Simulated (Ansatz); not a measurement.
Calibrating MP2/def2-TZVPP on molecular compounds of Si

The vertical ionisation energy (cation less neutral) in eV of 6 molecular compounds of Si: x at MP2/def2-TZVPP, y at CCSD(T)/def2-TZVPP. Shapes, held fixed at every level: PBE0-D4/def2-TZVP. Flexible molecules stand in one conformer, not always the lowest. Programs: Ansatz 0.2.0.

```
                     molecule  x (eV)  y (eV)
     CH5NOSi (SMILES CO[Si]N)    8.72    8.85
                   Si(OH)(SH)    9.29    9.37
                    Si(NH2)Cl    9.34    9.43
Si2H4O2 (SMILES O[Si]O[SiH3])    9.41    9.56
                     Si(NH2)F    9.51       ?
     CH3FOSi (SMILES CO[Si]F)    9.88   10.08
```

Task: Fit y = c + s·x to the known rows and predict y for Si(NH2)F.

Result: 
1. Means of the 5 rows: x = 9.3280, y = 9.458.
2. Σ(Δx)² = 0.68268, Σ(Δx·Δy) = 0.72438, so the slope is 0.72438/0.68268 = 1.0611.
3. Intercept: 9.458 − (1.0611) × 9.3280 = -0.440. The largest residual of the fit is 0.048.
4. Si(NH2)F: -0.440 + 1.0611 × 9.51 = 9.65 eV.

CCSD(T)/def2-TZVPP gives 9.69 eV, so the prediction is off by -0.04 eV, within the largest residual. Uncorrected, MP2/def2-TZVPP misses it by -0.18 eV, and the other rows by 0.13 on average. The line removes about 80 % of this miss. Left out in turn, the other rows are missed by 0.08 eV on average. Cations run unrestricted.

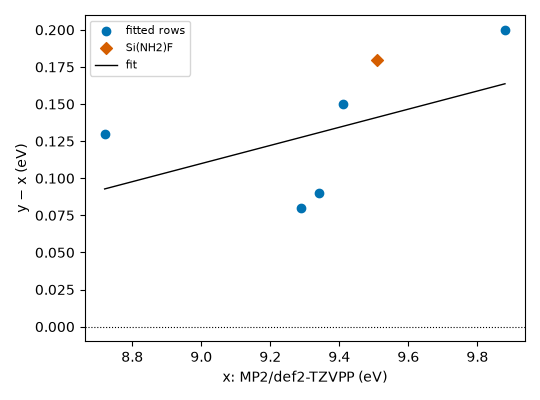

The correction y − x against x, with the fitted line and the withheld molecule.
